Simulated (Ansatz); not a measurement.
# Calculations on CH4NS

## 1. Relaxation

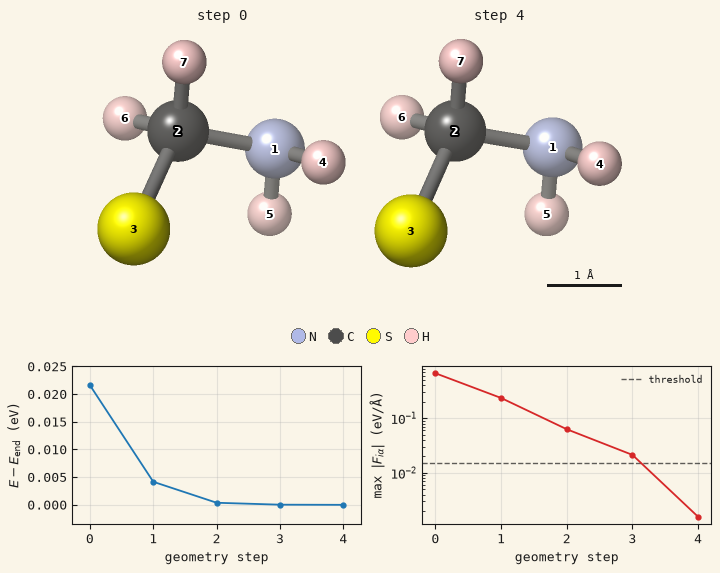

First and last geometry of a relaxation of CH₄NS (charge −1), with the history of the run. A ball-and-stick model, seen at a tilt.

The run prepares an end point of a later path (inversion) calculation, from a guessed geometry.

The calculation used RKS r2SCAN-D4/def2-SVPD in Ansatz. Set-up: no spin polarisation; force threshold 0.015 eV/Å; at most 40 steps.

Q: What do the curves and the structures tell?

A: It converged. The atom that moves furthest after the best rigid fit is S3 (0.030 Å). By element the largest moves are S 0.030 Å, N 0.024 Å, H 0.021 Å, C 0.002 Å. Some distances before and after: C2–S3 1.803 → 1.831 Å, N1–C2 1.467 → 1.477 Å, C2–H6 1.101 → 1.105 Å. Among the angles between lasting bonds that change: H4–N1–H5 105.0° → 102.1°. Over 4 geometry steps the energy falls by 0.022 eV. Largest force component: 0.67 eV/Å at the start, 0.0016 eV/Å at the end. Cost: 13 s on 2 threads of Intel(R) Xeon(R) Platinum 8259CL CPU @ 2.50GHz (Skylake/Cascade Lake) (shared host), peak memory 0.19 GiB.

```json
{"step": "0", "E − E(0), eV": "0.0000", "largest force component, eV/Å": "0.6697"}
{"step": "1", "E − E(0), eV": "-0.0175", "largest force component, eV/Å": "0.2360"}
{"step": "2", "E − E(0), eV": "-0.0212", "largest force component, eV/Å": "0.0631"}
{"step": "3", "E − E(0), eV": "-0.0216", "largest force component, eV/Å": "0.0214"}
{"step": "4", "E − E(0), eV": "-0.0216", "largest force component, eV/Å": "0.0016"}
```

## 2. Relaxation

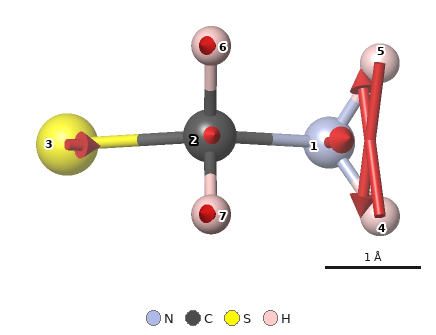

A relaxation of CH$_{4}$NS (charge −1). The starting structure is drawn; red arrows show the displacements, at their true length. The two geometries are superimposed by the best rigid fit.

Style: ball-and-stick. Shown at a tilt.

The run prepares an end point of a later path (inversion) calculation, from a guessed geometry.

Theory: RKS r2SCAN-D4/def2-SVPD in Ansatz.

The input:
```yaml
crystal:
  periodic: [false, false, false]
  atoms:
    - { symbol: "N", position_ang: [-0.59592, 0.53904, -0.5669] }
    - { symbol: C, position_ang: [0.45666, 0.03499, 0.32175] }
    - { symbol: S, position_ang: [0.36423, -1.72495, 0.70185] }
    - { symbol: H, position_ang: [-0.12786, 0.98107, -1.35773] }
    - { symbol: H, position_ang: [-1.05739, 1.30219, -0.0729] }
    - { symbol: H, position_ang: [0.39862, 0.61586, 1.2548] }
    - { symbol: H, position_ang: [1.42047, 0.25723, -0.16061] }
total_charge: -1
basis:
  gaussian: { orbitals: def2-SVPD }
hamiltonian:
  xc: r2scan
  dispersion: d4
relax:
  f_tol: 0.015
  max_steps: 40
```

Launched with:
```bash
ansatz run input.yaml --threads 2 --pin off --max-ram 3072MiB --backend cpu --events-out ev --progress --plain --runs-dir out
```

Atoms of which element are displaced furthest, and by how much?

Answer. Hydrogen: up to 1.67 Å, against 0.58 Å for nitrogen.

What did the optimiser do to the structure, and how much energy did it gain?

Answer. The largest moves after the best rigid fit, 1.67 Å, are those of H4 and H5. Largest moves by element: H 1.67 Å, N 0.58 Å, S 0.41 Å, C 0.18 Å. Some distances before and after: C2–S3 1.803 → 1.830 Å, N1–C2 1.467 → 1.477 Å, C2–H6 1.101 → 1.105 Å. Bond angles that change, for instance: H4–N1–H5 105.0° → 102.1°. The energy falls by 0.516 eV in 18 accepted moves (19 points after the start). The largest force component goes from 0.55 to 0.013 eV/Å. The line search rejected the trial step at point 8 of the run. Cost: 45 s on 2 threads of Intel(R) Xeon(R) Platinum 8259CL CPU @ 2.50GHz (Skylake/Cascade Lake), with other jobs on the host, peak memory 0.2 GiB.

## 3. Path

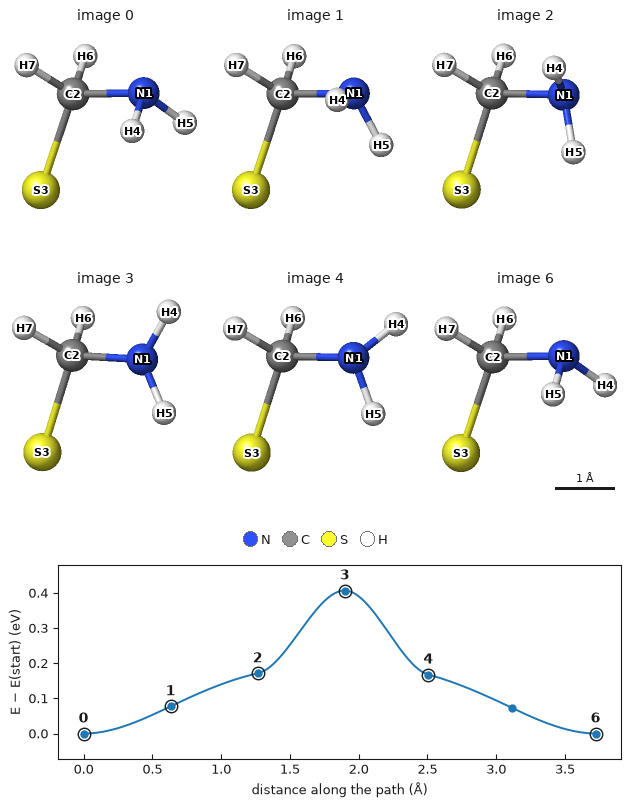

A nudged-elastic-band calculation for CH4NS (charge −1). Images are numbered from 0 (start) to 6 (end). A ball-and-stick model, seen at a tilt.

The calculation used RKS r2SCAN-D4/def2-SVPD (Ansatz).

The input:
```yaml
crystal:
  periodic: [false, false, false]
  atoms:
    - { symbol: "N", position_ang: [-0.595037, 0.562585, -0.572846] }
    - { symbol: C, position_ang: [0.456099, 0.036551, 0.320748] }
    - { symbol: S, position_ang: [0.352357, -1.751822, 0.698399] }
    - { symbol: H, position_ang: [-0.566277, -0.03376, -1.403835] }
    - { symbol: H, position_ang: [-1.48022, 0.285689, -0.140667] }
    - { symbol: H, position_ang: [0.407779, 0.628399, 1.252361] }
    - { symbol: H, position_ang: [1.425309, 0.272367, -0.154169] }
total_charge: -1
basis:
  gaussian: { orbitals: def2-SVPD }
hamiltonian:
  xc: r2scan
  dispersion: d4
neb:
  order_check: false
  images: 5
  f_tol: 0.05
  max_iterations: 60
  final_atoms:
    - { symbol: "N", position_ang: [-0.59460671, 0.56200927, -0.57334888] }
    - { symbol: C, position_ang: [0.4564468, 0.03642117, 0.32077792] }
    - { symbol: S, position_ang: [0.35241793, -1.75128274, 0.69934769] }
    - { symbol: H, position_ang: [-1.48041527, 0.28787944, -0.14144353] }
    - { symbol: H, position_ang: [-0.56779594, -0.03509732, -1.4034958] }
    - { symbol: H, position_ang: [0.40802581, 0.62858243, 1.25228478] }
    - { symbol: H, position_ang: [1.42593739, 0.27149675, -0.15413118] }
  initial_path:
    images:
      - { positions_ang: [[-0.595037, 0.562585, -0.572846], [0.456099, 0.036551, 0.320748], [0.352357, -1.751822, 0.698399], [-0.566277, -0.03376, -1.403835], [-1.48022, 0.285689, -0.140667], [0.407779, 0.628399, 1.252361], [1.425309, 0.272367, -0.154169]] }
      - { positions_ang: [[-0.62846756, 0.46792316, -0.57318373], [0.44506057, 0.00875668, 0.31978505], [0.40890456, -1.75893258, 0.74165598], [-0.51447479, 0.03279338, -1.45142819], [-1.49077198, 0.37250555, -0.1021657], [0.38029033, 0.61696961, 1.23732355], [1.39946886, 0.25999319, -0.17199595]] }
      - { positions_ang: [[-0.66189813, 0.37326132, -0.57352147], [0.43402215, -0.01903764, 0.3188221], [0.46545212, -1.76604315, 0.78491296], [-0.46267257, 0.09934676, -1.49902139], [-1.50132396, 0.4593221, -0.06366441], [0.35280167, 0.60554023, 1.2222861], [1.37362873, 0.24761938, -0.1898229]] }
      - { positions_ang: [[-0.69532869, 0.27859948, -0.5738592], [0.42298372, -0.04683196, 0.31785915], [0.52199967, -1.77315373, 0.82816995], [-0.41087036, 0.16590013, -1.54661458], [-1.51187594, 0.54613865, -0.02516311], [0.325313, 0.59411084, 1.20724864], [1.34778859, 0.23524557, -0.20764985]] }
      - { positions_ang: [[-0.6617547, 0.37306941, -0.57368909], [0.43413808, -0.01908091, 0.31883208], [0.46547243, -1.7658634, 0.78522919], [-0.76738533, 0.2065599, -1.07822423], [-1.19718261, 0.35239333, -0.48460734], [0.35288393, 0.60560137, 1.22226069], [1.37383819, 0.2473293, -0.18981029]] }
      - { positions_ang: [[-0.6281807, 0.46753934, -0.57351898], [0.44529244, 0.00867013, 0.319805], [0.40894518, -1.75857307, 0.74228844], [-1.1239003, 0.24721967, -0.60983388], [-0.88248928, 0.15864801, -0.94405157], [0.38045487, 0.6170919, 1.23727273], [1.39988779, 0.25941303, -0.17197074]] }
      - { positions_ang: [[-0.59460671, 0.56200927, -0.57334888], [0.4564468, 0.03642117, 0.32077792], [0.35241793, -1.75128274, 0.69934769], [-1.48041527, 0.28787944, -0.14144353], [-0.56779594, -0.03509732, -1.4034958], [0.40802581, 0.62858243, 1.25228478], [1.42593739, 0.27149675, -0.15413118]] }
```

Launched with:
```bash
ansatz run input.yaml --threads 2 --pin off --max-ram 3072MiB --backend cpu --events-out ev --progress --plain --runs-dir out
```

**Describe the mechanism and the energy profile.**

The motion is an umbrella inversion at N1. No bond forms or breaks between the ends. Bond angles that change up to the highest image, for instance: H4–N1–H5 102.1° → 120.1°, C2–N1–H4 105.3° → 122.8°. The two ends have the same energy, and the highest point, image 3, lies 0.41 eV above the start. The band converged in 26 iterations, with a climbing image at the top.
